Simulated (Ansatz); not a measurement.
# GeCl2 (SMILES Cl[Ge]Cl) at CAM-B3LYP/aug-cc-pVDZ

Aim: the energy change on altering one bond length of GeCl2 at CAM-B3LYP/aug-cc-pVDZ, from 2 runs. 

The results are computed with Ansatz 0.2.0.

36 further runs of the same task are left out: 36 set aside as unsound or not needed.

### Step 1. Starting point

GeCl2 has 3 atoms, charge 0, and is taken as a singlet. As SMILES, `Cl[Ge]Cl`. The shape is that of a PBE0-D4/def2-TZVP optimisation.

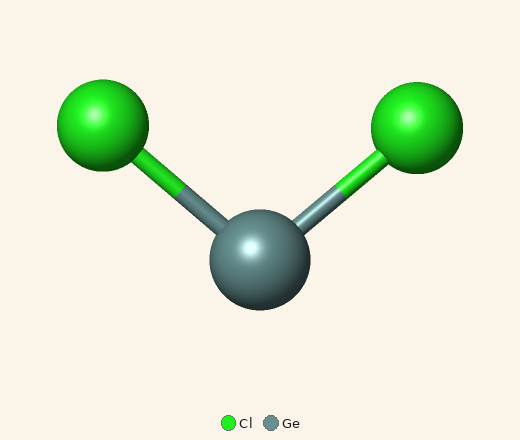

Viewed from a chosen angle; chlorine green, germanium teal.

### Step 2. The energy at CAM-B3LYP/aug-cc-pVDZ

Contents of molecule.yaml:

```yaml
crystal:
  periodic: [false, false, false]
  atoms:
    - {symbol: Cl, position_ang: [-0.065420, -1.681680, 0.422740]}
    - {symbol: Ge, position_ang: [-0.421210, 0.067170, -0.832020]}
    - {symbol: Cl, position_ang: [0.486630, 1.614500, 0.409270]}
basis:
  gaussian:
    orbitals: aug-cc-pVDZ
hamiltonian:
  xc: {name: CAM-B3LYP}
accuracy: high
output: {orbitals: {seedname: orbitals}}
```

On the command line:

```console
$ ansatz run molecule.yaml --threads 1 --pin off --max-ram 3480MiB --events-out events.jsonl --progress --plain --runs-dir runs
```

Standard output:

```text
Warning: RAYON_NUM_THREADS=1 ignored (pool sized by the plan → 1); use --threads N
Functional definition: CAM-B3LYP
  name "CAM-B3LYP"
  parameter alpha = 0.19
  parameter beta = 0.46
  parameter omega = 0.33/bohr
  parameter ac = 0.81
  exchange = (1 - alpha - beta)*b88_x + beta*b88_x_sr(omega) + alpha*exact_x + beta*exact_x_lr(omega)
  correlation = (1 - ac)*vwn5_c + ac*lyp_c
1751 factors; integrals over basis functions are off by at most 4.4e-9 eV
476 factors; integrals over basis functions are off by at most 1.7e-9 eV
mean field evaluation 1: about -81568.1654 eV, gradient 2.0e1 eV
mean field evaluation 2: about -81568.0435 eV, gradient 2.2e1 eV
mean field evaluation 4: about -81569.3772 eV, gradient 9.4e-1 eV
mean field evaluation 8: about -81569.4335 eV, gradient 3.1e-2 eV
mean field evaluation 16: about -81569.4335 eV, gradient 1.3e-5 eV
mean field -81569.43350012 eV, -2997.6213913814 hartree, gradient 4.9e-8 eV, S^2 0.000000; 0 other end points of the search recorded, 0 dependent functions left out
reference -81569.43351575 eV, -2997.6213919560 hartree; 33, 33 occupied and 57, 57 virtual orbitals, 1751 factors
Total energy: -81569.43351575 eV, -2997.6213919560 hartree
```

It took 8.4 s on 1 thread of Arm Neoverse V2, shared host; peak memory 0.37 GiB.

### Step 3. The distorted shape at the same level

Contents of input.yaml:

```yaml
crystal:
  periodic: [false, false, false]
  atoms:
    - {symbol: Cl, position_ang: [0.219208, -3.080741, 1.426534]}
    - {symbol: Ge, position_ang: [-0.421210, 0.067170, -0.832020]}
    - {symbol: Cl, position_ang: [0.486630, 1.614500, 0.409270]}
basis:
  gaussian: {orbitals: aug-cc-pVDZ}
accuracy: high
output: {orbitals: {seedname: orbitals}}
hamiltonian: {xc: {name: CAM-B3LYP}}
```

On the command line:

```console
$ ansatz run input.yaml --threads 1 --pin off --max-ram 3480MiB --events-out events.jsonl --progress --plain --runs-dir runs
```

Standard output:

```text
Warning: RAYON_NUM_THREADS=1 ignored (pool sized by the plan → 1); use --threads N
Functional definition: CAM-B3LYP
  name "CAM-B3LYP"
  parameter alpha = 0.19
  parameter beta = 0.46
  parameter omega = 0.33/bohr
  parameter ac = 0.81
  exchange = (1 - alpha - beta)*b88_x + beta*b88_x_sr(omega) + alpha*exact_x + beta*exact_x_lr(omega)
  correlation = (1 - ac)*vwn5_c + ac*lyp_c
1699 factors; integrals over basis functions are off by at most 4.5e-9 eV
508 factors; integrals over basis functions are off by at most 1.7e-9 eV
mean field evaluation 1: about -81562.5088 eV, gradient 2.8e1 eV
mean field evaluation 2: about -81462.8293 eV, gradient 1.0e2 eV
mean field evaluation 4: about -81565.5477 eV, gradient 7.8e0 eV
mean field evaluation 8: about -81566.1306 eV, gradient 1.2e0 eV
mean field evaluation 16: about -81566.1408 eV, gradient 1.1e-2 eV
mean field evaluation 32: about -81566.1408 eV, gradient 2.1e-7 eV
mean field -81566.14075870 eV, -2997.5003853662 hartree, gradient 6.8e-8 eV, S^2 0.000000; 0 other end points of the search recorded, 0 dependent functions left out
reference -81566.14077673 eV, -2997.5003860288 hartree; 33, 33 occupied and 57, 57 virtual orbitals, 1699 factors
Total energy: -81566.14077673 eV, -2997.5003860288 hartree
```

It took 11 s on 1 thread of Arm Neoverse V2, shared host; peak memory 0.36 GiB.

### Step 4. Outcome

At CAM-B3LYP/aug-cc-pVDZ:

```
                                                           quantity           value
                                          first shape: total energy  -2997.62139 Eh
                                           first shape: HOMO energy        -9.46 eV
                                           first shape: LUMO energy        -2.17 eV
                                         first shape: HOMO–LUMO gap         7.30 eV
                                      distorted shape: total energy  -2997.50039 Eh
                                       distorted shape: HOMO energy        -7.72 eV
                                       distorted shape: LUMO energy        -4.18 eV
                                     distorted shape: HOMO–LUMO gap         3.54 eV
energy change with the Cl1–Ge2 bond stretched from 2.182 to 3.927 Å        3.293 eV
```

One bond (distorted shape) is far stretched, which a spin-restricted single reference describes badly; a broken-symmetry solution may lie lower. With the Cl1–Ge2 bond stretched from 2.182 to 3.927 Å the energy rises by 3.29 eV (318 kJ/mol). The first shape isn't relaxed at this level, so the change isn't measured from a minimum. A restricted reference can't describe the breaking bond well at this length.
